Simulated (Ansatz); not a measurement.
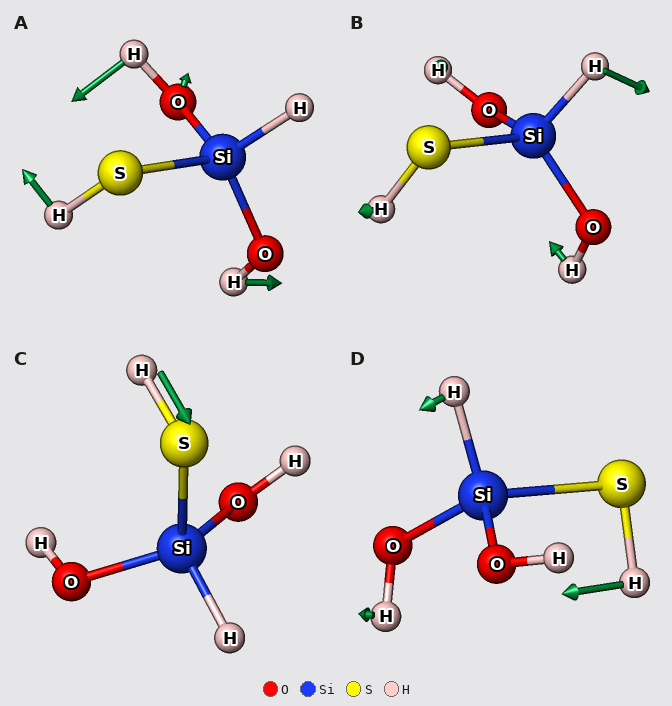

4 normal modes of one molecule or complex, as arrows. Harmonic vibrations computed with RKS PBE0-D4/def2-TZVP (Ansatz 0.2.0) at a stationary point of the same level.

**Match the panels to the wavenumbers 322 cm⁻¹, 677 cm⁻¹, 896 cm⁻¹, 2703 cm⁻¹.**

A: 322 cm⁻¹
B: 896 cm⁻¹, angle bending
C: 2703 cm⁻¹, S–H stretching
D: 677 cm⁻¹, H–S–Si bending
